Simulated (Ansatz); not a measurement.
# H2SO2 (SMILES OSO): functionals against CCSD(T) at one geometry

Aim: energy, forces and dipole at a structure displaced at random from a GFN2-xTB minimum, from CCSD(T) and from density functionals.

Computed with Ansatz 0.2.0, Gaussian basis. Level: single points in def2-TZVPP.

Cores are frozen in the correlated methods.

## 1. Where the work starts

5 atoms, charge 0, spin multiplicity 1.

Atoms are counted from 1 here; the program's logs count them from 0.

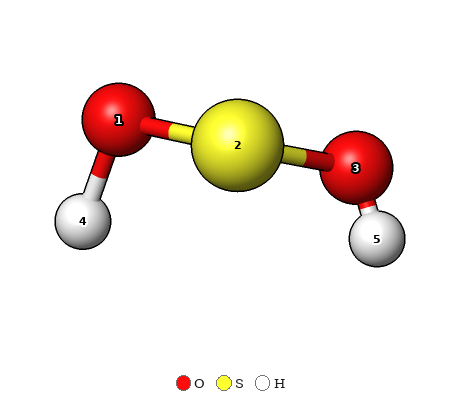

As it starts; oxygen red, sulfur yellow, hydrogen white; atoms are numbered from 1 in the order of the file.

Coordinates:

```xyz
5
H2O2S
O    -1.1951    0.1782   -0.5628
S    -0.2998   -0.7138    0.4871
O     0.8446    0.3471    0.9615
H    -0.6116    0.1786   -1.6085
H     1.5355    0.1331    0.6692
```

## 2. CCSD(T)/def2-TZVPP

File run/in.yaml:

```yaml
crystal:
  periodic: [false, false, false]
  atoms:
    - {symbol: O, position_ang: [-1.195100, 0.178200, -0.562800]}
    - {symbol: S, position_ang: [-0.299800, -0.713800, 0.487100]}
    - {symbol: O, position_ang: [0.844600, 0.347100, 0.961500]}
    - {symbol: H, position_ang: [-0.611600, 0.178600, -1.608500]}
    - {symbol: H, position_ang: [1.535500, 0.133100, 0.669200]}
basis:
  gaussian: {orbitals: def2-TZVPP}
correlation: {method: ccsd_t}
output: {forces: true}
```

No record of the launch command was kept for these runs.

Log (excerpt; [...] marks lines left out):

```text
Functional definition: HF
  name "HF"
  cite "Fock, Z. Phys. 61, 126 (1930) doi:10.1007/BF01340294"
  parent pbe
[...]
803 factors; integrals over basis functions are off by at most 1.0e-3 eV
[...]
mean field -14921.99694243 eV, -548.3732731416 hartree, gradient 1.6e-6 eV, S^2 0.000000; 0 other end points of the search recorded, 0 dependent functions left out
7 core orbitals not correlated: weight in the atoms' cores, before any rotation towards them, 1.000 or more for the frozen orbitals, at most 0.000 for the correlated occupied ones
reference -14921.99694243 eV, -548.3732731416 hartree; 10, 10 occupied and 115, 115 virtual orbitals, 803 factors
second order -18.05132320 eV of doubles, -0.00000000 eV of singles
cycle   1  -17.92670110 eV  change    1.2e-1 eV  update   1.0e-1
[...]
cycle  13  -18.52143531 eV  change   -3.8e-6 eV  update   3.4e-6
perturbative correction -0.76249022 eV, -0.0280209988 hartree
[...]
Total energy: -14941.28086797 eV, -549.0819443339 hartree
Atom 0 at    -1.195100     0.178200    -0.562800 Å, force     2.818053    -0.115071    -4.642082 eV/Å
Atom 1 at    -0.299800    -0.713800     0.487100 Å, force    -0.477392    -0.203902    -0.122071 eV/Å
Atom 2 at     0.844600     0.347100     0.961500 Å, force   -15.890217     5.270792     7.379446 eV/Å
Atom 3 at    -0.611600     0.178600    -1.608500 Å, force    -2.674392     0.017531     4.536076 eV/Å
Atom 4 at     1.535500     0.133100     0.669200 Å, force    16.223947    -4.969351    -7.151369 eV/Å
Dipole moment:     0.404848    -0.148359    -0.403125 e Å
```

Wall time 22 s (4 threads, shared host); peak memory 1.2 GiB.

## 3. PBE0-D4/def2-TZVPP

Changes to run/in.yaml since step 2:

```diff
@@ -10,3 +10,3 @@
   gaussian: {orbitals: def2-TZVPP}
-correlation: {method: ccsd_t}
-output: {forces: true}
+hamiltonian: {xc: pbe0, dispersion: d4}
+output: {forces: true, orbitals: {seedname: orbitals}}
```

Log (excerpt; [...] marks lines left out):

```text
Functional definition: PBE0
  name "PBE0"
  cite "Adamo & Barone, J. Chem. Phys. 110, 6158 (1999) doi:10.1063/1.478522"
  cite "Perdew, Burke & Ernzerhof, Phys. Rev. Lett. 77, 3865 (1996) doi:10.1103/PhysRevLett.77.3865"
[... 1 set-up line as earlier in the session ...]
[...]
735 factors; their error is unknown
[...]
mean field -14952.97285246 eV, -549.5116168389 hartree, gradient 6.7e-5 eV, S^2 0.000000; 0 other end points of the search recorded, 0 dependent functions left out
[...]
reference -14952.97287240 eV, -549.5116175716 hartree; 17, 17 occupied and 115, 115 virtual orbitals, 735 factors
Total energy: -14953.02683522 eV, -549.5136006688 hartree
Atom 0 at    -1.195100     0.178200    -0.562800 Å, force     3.200803    -0.420126    -4.501311 eV/Å
Atom 1 at    -0.299800    -0.713800     0.487100 Å, force    -0.548573     0.276584    -0.260902 eV/Å
Atom 2 at     0.844600     0.347100     0.961500 Å, force   -16.075174     5.005596     7.261583 eV/Å
Atom 3 at    -0.611600     0.178600    -1.608500 Å, force    -2.810074     0.065308     4.608470 eV/Å
Atom 4 at     1.535500     0.133100     0.669200 Å, force    16.233018    -4.927360    -7.107841 eV/Å
Dipole moment:     0.415464    -0.132635    -0.413343 e Å
```

Run time: 0.7 s. Hardware: 4 threads, shared host; peak memory 0.21 GiB.

## 4. wB97M-V/def2-TZVPP

Changes to run/in.yaml since step 3:

```diff
@@ -10,3 +10,3 @@
   gaussian: {orbitals: def2-TZVPP}
-hamiltonian: {xc: pbe0, dispersion: d4}
-output: {forces: true, orbitals: {seedname: orbitals}}
+hamiltonian: {xc: {name: wB97M-V}}
+output: {forces: true}
```

The log in run was not kept; the run's report gives a total energy of -14959.356140 eV.

Run time: 1.6 s. Hardware: 4 threads, shared host; peak memory 0.27 GiB.

## 5. r2SCAN-D4/def2-TZVPP

Changes to run/in.yaml since step 4:

```diff
@@ -10,3 +10,3 @@
   gaussian: {orbitals: def2-TZVPP}
-hamiltonian: {xc: {name: wB97M-V}}
+hamiltonian: {xc: r2scan, dispersion: d4}
 output: {forces: true}
```

Log (excerpt; [...] marks lines left out):

```text
Functional definition: r2SCAN
  name "r2SCAN"
  cite "Furness, Kaplan, Ning, Perdew & Sun, J. Phys. Chem. Lett. 11, 8208 (2020) doi:10.1021/acs.jpclett.0c02405"
  cite "Furness, Kaplan, Ning, Perdew & Sun, J. Phys. Chem. Lett. 11, 9248 (2020) doi:10.1021/acs.jpclett.0c03077"
  parent r2scan
[...]
704 factors; their error is unknown
[...]
mean field -14958.36733548 eV, -549.7098604333 hartree, gradient 1.7e-5 eV, S^2 0.000000; 0 other end points of the search recorded, 0 dependent functions left out
[...]
reference -14958.36734313 eV, -549.7098607144 hartree; 17, 17 occupied and 115, 115 virtual orbitals, 704 factors
Total energy: -14958.38217165 eV, -549.7104056527 hartree
Atom 0 at    -1.195100     0.178200    -0.562800 Å, force     2.878553    -0.270960    -4.422868 eV/Å
Atom 1 at    -0.299800    -0.713800     0.487100 Å, force    -0.625426    -0.124955    -0.158134 eV/Å
Atom 2 at     0.844600     0.347100     0.961500 Å, force   -15.810750     5.270851     7.400304 eV/Å
Atom 3 at    -0.611600     0.178600    -1.608500 Å, force    -2.670014     0.080607     4.297385 eV/Å
Atom 4 at     1.535500     0.133100     0.669200 Å, force    16.227637    -4.955544    -7.116687 eV/Å
Dipole moment:     0.418489    -0.114603    -0.403309 e Å
```

It took 0.75 s on 4 threads, shared host; peak memory 0.16 GiB.

## 6. PBE-D4/def2-TZVPP

Changes to run/in.yaml since step 5:

```diff
@@ -10,3 +10,3 @@
   gaussian: {orbitals: def2-TZVPP}
-hamiltonian: {xc: r2scan, dispersion: d4}
+hamiltonian: {xc: pbe, dispersion: d4}
 output: {forces: true}
```

Log (excerpt; [...] marks lines left out):

```text
Functional definition: PBE
  name "PBE"
[... 2 set-up lines as earlier in the session ...]
[...]
704 factors; their error is unknown
[...]
mean field -14952.42863966 eV, -549.4916173872 hartree, gradient 6.5e-5 eV, S^2 0.000000; 0 other end points of the search recorded, 0 dependent functions left out
[...]
reference -14952.42866717 eV, -549.4916183983 hartree; 17, 17 occupied and 115, 115 virtual orbitals, 704 factors
Total energy: -14952.49437825 eV, -549.4940332360 hartree
Atom 0 at    -1.195100     0.178200    -0.562800 Å, force     2.454263    -0.097205    -4.294754 eV/Å
Atom 1 at    -0.299800    -0.713800     0.487100 Å, force    -0.702189    -0.536963    -0.040181 eV/Å
Atom 2 at     0.844600     0.347100     0.961500 Å, force   -15.942570     5.627824     7.718899 eV/Å
Atom 3 at    -0.611600     0.178600    -1.608500 Å, force    -2.474170     0.084563     3.906846 eV/Å
Atom 4 at     1.535500     0.133100     0.669200 Å, force    16.664667    -5.078220    -7.290810 eV/Å
Dipole moment:     0.410462    -0.114224    -0.388707 e Å
```

Wall time 0.45 s (4 threads, shared host); peak memory 0.15 GiB.

## 7. r2SCANh-D4/def2-TZVPP

Changes to run/in.yaml since step 6:

```diff
@@ -10,3 +10,3 @@
   gaussian: {orbitals: def2-TZVPP}
-hamiltonian: {xc: pbe, dispersion: d4}
+hamiltonian: {xc: {name: r2SCANh}, dispersion: d4}
 output: {forces: true}
```

The log in run was not kept; the run's report gives a total energy of -14958.000783 eV.

Wall time 0.95 s (4 threads, shared host); peak memory 0.23 GiB.

## 8. revPBE-D4/def2-TZVPP

Changes to run/in.yaml since step 7:

```diff
@@ -10,3 +10,3 @@
   gaussian: {orbitals: def2-TZVPP}
-hamiltonian: {xc: {name: r2SCANh}, dispersion: d4}
+hamiltonian: {xc: {name: revPBE}, dispersion: d4}
 output: {forces: true}
```

The log in run was not kept; the run's report gives a total energy of -14958.224580 eV.

It took 0.5 s on 4 threads, shared host; peak memory 0.14 GiB.

## 9. The levels compared

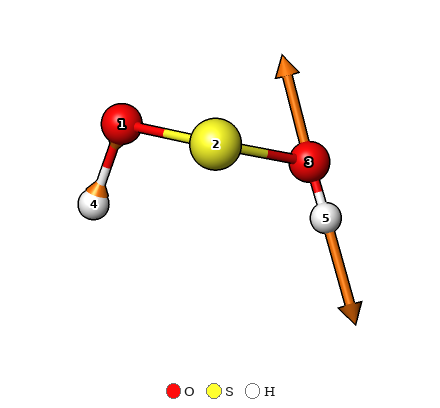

Forces at CCSD(T); the longest arrow is 18.41 eV/Å.

| method | RMS force component (eV/Å) | RMS error against CCSD(T) (eV/Å) | angle to CCSD(T) forces (°) | dipole (D) |
| --- | --- | --- | --- | --- |
| CCSD(T) | 6.982 | 0 | 0 | 2.84 |
| PBE0-D4 | 6.999 | 0.210 | 1.7 | 2.89 |
| wB97M-V | 6.985 | 0.158 | 1.3 | 2.90 |
| r2SCAN-D4 | 6.952 | 0.108 | 0.9 | 2.85 |
| PBE-D4 | 7.065 | 0.298 | 2.3 | 2.77 |
| r2SCANh-D4 | 6.940 | 0.163 | 1.3 | 2.88 |
| revPBE-D4 | 7.049 | 0.361 | 2.9 | 2.74 |

Energy less the free neutral atoms in their ground states at the same level (atoms from separate runs):

Differences are taken before rounding.

```csv
method,rung,energy less atoms (kcal/mol),from CCSD(T) (kcal/mol)
PBE-D4,GGA,-337.0,-34.5
revPBE-D4,GGA,-321.5,-19.0
r2SCAN-D4,meta-GGA,-319.8,-17.3
PBE0-D4,hybrid,-314.1,-11.6
r2SCANh-D4,hybrid,-312.3,-9.8
wB97M-V,range-separated hybrid,-321.9,-19.3
Hartree-Fock,wavefunction,-150.9,+151.7
MP2,wavefunction,-316.2,-13.7
CCSD,wavefunction,-291.5,+11.0
CCSD(T),wavefunction,-302.5,0
```

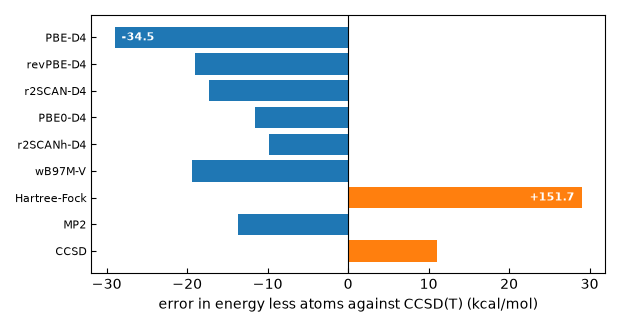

Deviations from CCSD(T), method by method. Bars with a number in them are cut short.

What each level took, beside its miss in the forces (shared host):

```
    method    time  RMS force error (eV/Å)
   CCSD(T)    22 s                       0
   PBE0-D4   0.7 s                   0.210
   wB97M-V   1.6 s                   0.158
 r2SCAN-D4  0.75 s                   0.108
    PBE-D4  0.45 s                   0.298
r2SCANh-D4  0.95 s                   0.163
 revPBE-D4   0.5 s                   0.361
```

## 10. Results

```
                                  quantity                                                                                                value
energy less free atoms, CCSD(T)/def2-TZVPP                                                                                      -302.5 kcal/mol
                       RMS force component                                                                 6.940 to 7.065 eV/Å over the methods
                           RMS force error  PBE0-D4 0.210, wB97M-V 0.158, r2SCAN-D4 0.108, PBE-D4 0.298, r2SCANh-D4 0.163, revPBE-D4 0.361 eV/Å
                    HOMO and LUMO, PBE0-D4                                                                                   -6.52 and -0.94 eV
                             T1 diagnostic                                                                                                0.016
```

**Reading.** Against CCSD(T) the functionals' energies less atoms differ by -34.5 to -9.8 kcal/mol, PBE-D4 by -34.5 kcal/mol. The reference is not at the basis limit: in triple zeta CCSD(T) underbinds, which counts against methods that bind more; the gaps are no ranking. On forces the order runs from r2SCAN-D4 to revPBE-D4.
